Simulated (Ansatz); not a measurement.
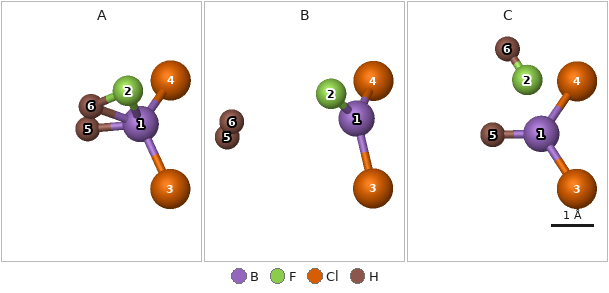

3 geometries from a converged minimum-energy path of BH2Cl2F, made up at the start of BCl₂F and H2, shuffled. Style: ball-and-stick. Shown at a tilt.

Theory: RKS BHLYP/6-31G* in Ansatz. Run with 9 movable images; climbing image; force threshold 0.05 eV/Å; iteration limit 53; starting path through a guess of the saddle point.

Question: Which frame is the top of the path?

Answer: A. In order along the path, whose images run from 0 to 10: B (image 2, +0.9 kJ/mol), A (image 6, +240.3 kJ/mol), C (image 9, +133.1 kJ/mol). Breaking: B1–F2 (1.30 → 1.58 at the top → 2.46 Å), H5–H6 (0.73 → 1.05 at the top → 3.14 Å). Forming: B1–H5 (4.03 → 1.30 at the top → 1.17 Å), F2–H6 (2.59 → 1.15 at the top → 0.93 Å).

Limits of the set-up: the start holds two separate molecules, 2.6 Å apart at their closest, whose relative position is a soft coordinate and is computed without a dispersion correction.

Cost: 16 min on 1 thread of Arm Neoverse V2 (shared host), peak memory 0.14 GiB.
